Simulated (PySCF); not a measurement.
## What a change does: NMR shielding calculation on C2H7ClSi2

System: C2H7ClSi2.
Method of the first run: GIAO PBE0/6-31G NMR shielding, non-relativistic, gas phase (PySCF 2.14.0).

The geometry comes from this level: PBE0-D3(BJ)/def2-SVP. Text and figures count atoms from 1; the logs count them from 0 in places.

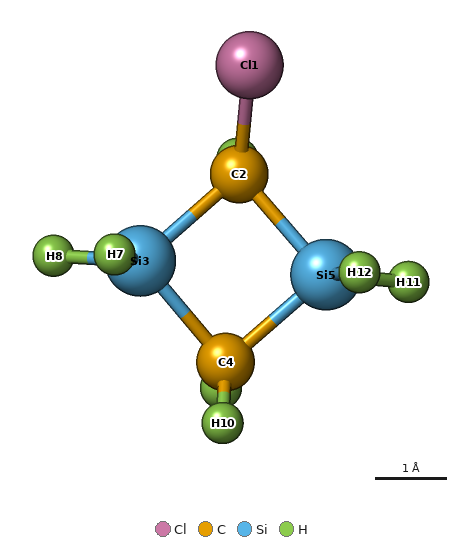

Fig. 1: The input geometry (ball-and-stick view, seen on its broad side; atoms are numbered from 1 in the order of the input). Bond lengths as drawn: C–Cl 1.78 Å, C–H 1.10 Å, C–Si 1.90 to 1.91 Å and H–Si 1.49 Å.

**The input, the first run**
```
{"job": {"kind": "nmr", "xc": "PBE0", "basis": "6-31G", "pop": true}, "charge": 0, "multiplicity": 1}
Cl     1.599403    -2.405579     0.302366
C      0.866429    -0.922632    -0.349840
Si     0.916098     0.711875     0.643267
C     -0.818814     1.128150    -0.020671
Si    -1.034566    -0.721189    -0.414453
H      1.285517    -0.745622    -1.355612
H      0.893233     0.440748     2.109986
H      2.025735     1.658703     0.316138
H     -0.773587     1.741446    -0.935551
H     -1.532681     1.588732     0.676625
H     -1.703555    -1.083781    -1.701187
H     -1.677198    -1.453548     0.715239
```

The first line tells a small driver script what to run in PySCF; the rest is the geometry in Å.

Launched with:
```bash
OMP_NUM_THREADS=1 python <driver script> task.json out
```

Hardware: 1 CPU thread, shared host.

**Output (the first run)**
```
coarse grid: 11384 points
cycle   1  E = -1118.9731785447  dE =  4.028e-01  |g| = 3.455e-01  |ddm| = 3.194e+00
cycle   2  E = -1118.9655071670  dE =  7.671e-03  |g| = 3.850e-01  |ddm| = 9.016e-01
cycle   3  E = -1119.0083704854  dE = -4.286e-02  |g| = 4.210e-02  |ddm| = 4.730e-01
cycle   4  E = -1119.0088933197  dE = -5.228e-04  |g| = 1.302e-02  |ddm| = 8.371e-02
cycle   5  E = -1119.0089498016  dE = -5.648e-05  |g| = 8.560e-04  |ddm| = 2.089e-02
cycle   6  E = -1119.0089500772  dE = -2.757e-07  |g| = 4.138e-04  |ddm| = 2.865e-03
final grid: 95624 points
cycle   7  E = -1118.9490933239  dE = -2.945e-06  |g| = 5.952e-03  |ddm| = 1.475e-02
cycle   8  E = -1118.9490843212  dE =  9.003e-06  |g| = 8.223e-03  |ddm| = 1.615e-02
cycle   9  E = -1118.9491032801  dE = -1.896e-05  |g| = 5.082e-04  |ddm| = 9.680e-03
cycle  10  E = -1118.9491033583  dE = -7.817e-08  |g| = 7.999e-05  |ddm| = 8.070e-04
cycle  11  E = -1118.9491033596  dE = -1.367e-09  |g| = 4.332e-05  |ddm| = 1.330e-04
cycle  12  E = -1118.9491033602  dE = -5.389e-10  |g| = 5.985e-06  |ddm| = 5.535e-05
converged SCF energy = -1118.9491033602

GIAO shielding tensors (ppm)
atom      isotropic    diamagn.    paramagn.     s11        s22        s33       span
  0 Cl     900.305    1144.027    -243.722    787.990    813.503   1099.422    311.432
  1 C      173.208     258.337     -85.129    136.473    165.137    218.014     81.542
  2 Si     440.452     880.670    -440.218    389.037    438.066    494.254    105.216
  3 C      211.392     255.784     -44.392    200.219    215.562    218.396     18.177
  4 Si     440.454     880.670    -440.216    388.953    437.981    494.428    105.476
  5 H       29.790      31.271      -1.481     24.155     29.436     35.779     11.624
  6 H       27.962      29.341      -1.378     24.917     26.272     32.698      7.781
  7 H       27.805      29.419      -1.614     23.665     25.456     34.295     10.630
  8 H       32.257      30.528       1.729     27.787     28.180     40.804     13.017
  9 H       32.403      30.068       2.334     27.089     27.748     42.370     15.281
 10 H       27.804      29.411      -1.607     23.662     25.456     34.294     10.632
 11 H       27.961      29.344      -1.383     24.918     26.280     32.685      7.767
```

The input of the second run differs as follows (lines with − go, lines with + come):
```diff
-"basis": "6-31G"
+"basis": "STO-3G"
```

What does this change do to the results?

The total energy of the second run is 7803.1 kcal/mol higher, which measures the change of basis and not a stability. The HOMO goes from −7.44 to −5.34 eV. The LUMO goes from −0.02 to 4.80 eV. Of all shieldings, the largest change is that of Cl1, by +132.7 ppm. The SCF takes 11 iterations against 12. The basis functions go from 71 to 44.

**Output (the second run)**
```
coarse grid: 11384 points
cycle   1  E = -1106.5240299404  dE = -2.994e-01  |g| = 3.218e-01  |ddm| = 4.154e+00
cycle   2  E = -1106.5358760787  dE = -1.185e-02  |g| = 2.988e-01  |ddm| = 1.005e+00
cycle   3  E = -1106.5649078224  dE = -2.903e-02  |g| = 3.461e-02  |ddm| = 4.674e-01
cycle   4  E = -1106.5653628034  dE = -4.550e-04  |g| = 5.882e-03  |ddm| = 6.955e-02
cycle   5  E = -1106.5653764226  dE = -1.362e-05  |g| = 7.845e-04  |ddm| = 1.118e-02
cycle   6  E = -1106.5653767070  dE = -2.844e-07  |g| = 9.722e-05  |ddm| = 1.754e-03
final grid: 95624 points
cycle   7  E = -1106.5141134449  dE = -1.585e-06  |g| = 4.265e-03  |ddm| = 1.239e-02
cycle   8  E = -1106.5141111230  dE =  2.322e-06  |g| = 5.060e-03  |ddm| = 1.307e-02
cycle   9  E = -1106.5141193737  dE = -8.251e-06  |g| = 2.447e-04  |ddm| = 7.181e-03
cycle  10  E = -1106.5141193942  dE = -2.053e-08  |g| = 4.509e-05  |ddm| = 4.104e-04
cycle  11  E = -1106.5141193948  dE = -6.262e-10  |g| = 1.351e-05  |ddm| = 8.666e-05
converged SCF energy = -1106.5141193948

GIAO shielding tensors (ppm)
atom      isotropic    diamagn.    paramagn.     s11        s22        s33       span
  0 Cl    1032.978    1127.038     -94.060    987.024    998.468   1113.443    126.419
  1 C      205.338     252.948     -47.610    166.532    194.875    254.608     88.076
  2 Si     539.534     870.074    -330.539    482.023    527.811    608.768    126.745
  3 C      241.722     251.041      -9.319    231.722    244.271    249.172     17.450
  4 Si     539.677     870.072    -330.394    482.268    527.763    609.001    126.733
  5 H       30.805      31.920      -1.115     24.387     30.117     37.911     13.524
  6 H       29.981      31.701      -1.720     26.317     27.712     35.913      9.597
  7 H       30.039      30.895      -0.855     25.744     27.172     37.202     11.457
  8 H       32.523      31.629       0.894     27.207     28.868     41.495     14.288
  9 H       32.809      30.730       2.079     27.161     28.230     43.037     15.876
 10 H       30.039      30.883      -0.845     25.739     27.174     37.203     11.464
 11 H       29.984      31.708      -1.724     26.311     27.731     35.909      9.598
```

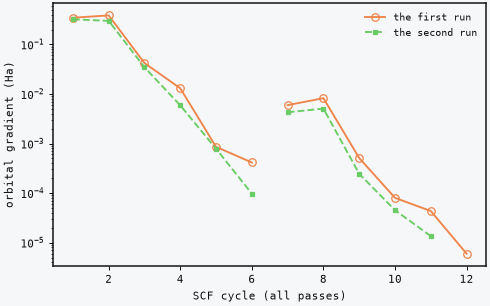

Fig. 2: Convergence of the two runs: orbital gradient against the SCF cycle. A break in a curve parts two SCF passes (coarse and final grid). The first run takes 12 cycles in all, and the second run takes 11.

**The two runs side by side**

```csv
quantity,the first run,the second run
outcome,converged,converged
total energy (hartree),−1118.949103,−1106.514119
HOMO (eV),−7.44,−5.34
LUMO (eV),−0.02,4.80
dipole moment (D),2.75,2.77
shielding of Cl1 (ppm),900.3,1033.0
shielding of C2 (ppm),173.2,205.3
shielding of Si3 (ppm),440.5,539.5
shielding of C4 (ppm),211.4,241.7
shielding of Si5 (ppm),440.5,539.7
shielding of H8 (ppm),27.8,30.0
shielding of H11 (ppm),27.8,30.0
SCF iterations,12,11
basis functions,71,44
wall time (shared host),11 s,5.3 s
```
